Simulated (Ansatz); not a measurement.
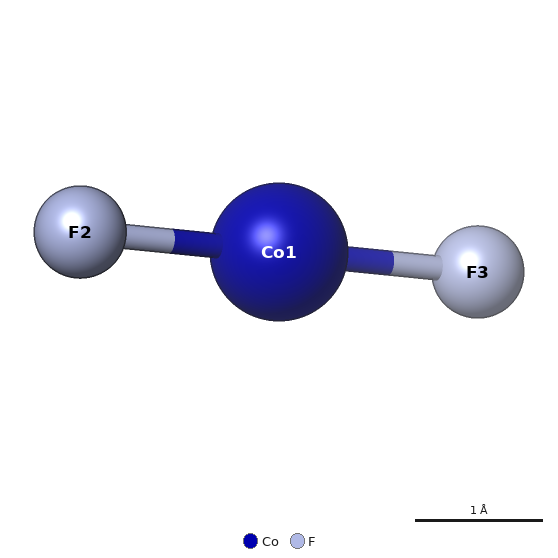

Figure made from data computed with Ansatz.

Orthographic view. Distant atoms are faded towards the background colour. The species is neutral and a spin doublet. Geometry: a fixed input geometry, not necessarily a minimum. Other spin states may lie lower.

Give the geometry as a Z-matrix, atoms in numerical order, with these reference atoms: 2 to 1; 3 to 1, 2.

```
Co 
F    1   1.740
F    1   1.740   2   180.0
```
